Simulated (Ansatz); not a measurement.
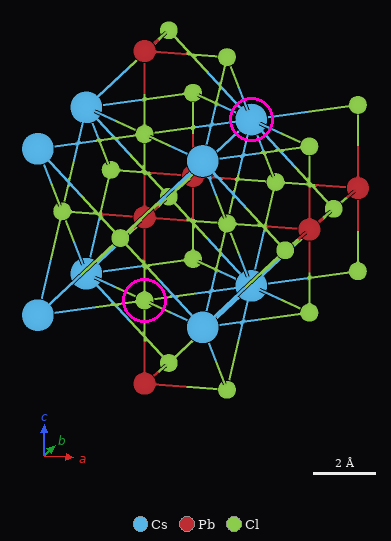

Perfect CsPbCl$_{3}$. A ball-and-stick model of the atoms within 6.6 Å of one point, seen slightly off an axis.

The calculation used DFT, PBEsol, PAW, plane waves in Ansatz 0.2.0. Set-up: plane-wave cutoff 420 eV; k-point mesh 1 × 1 × 1; mesh shifted by (0.25, 0.25, 0.25); no spin polarisation. Fermi-Dirac smearing of 0.01 eV. The axes drawn are those of the host's conventional cell.

A caesium atom is taken out (a vacancy) and a chlorine atom is taken out (a vacancy), the two sites 6.9 Å apart at the ringed places, in charge state 0. The supercell has 40 sites, and the atoms are relaxed at the host's cell.

### Predict the relaxed surroundings of the defect.

Around the empty Cs site the host had 12 Cl at 3.97 Å; after relaxation the nearest atoms are 2 Cl at 3.80 to 3.90 Å. Around the empty Cl site the host had 2 Pb at 2.81 Å; after relaxation the nearest atoms are 2 Pb at 2.99 to 3.00 Å, 4 Cl at 3.47 to 3.50 Å. Of the host's atoms, a chlorine atom moves furthest from its site, by 0.83 Å.

The relaxed defect, seen from the same direction:

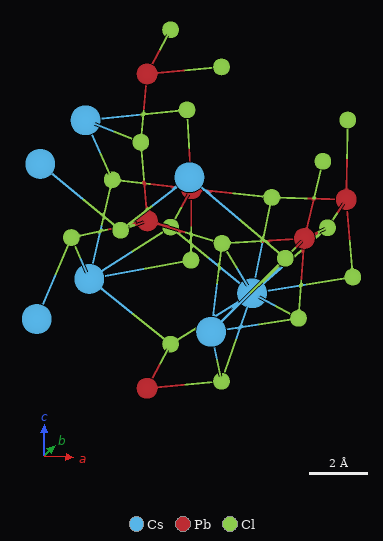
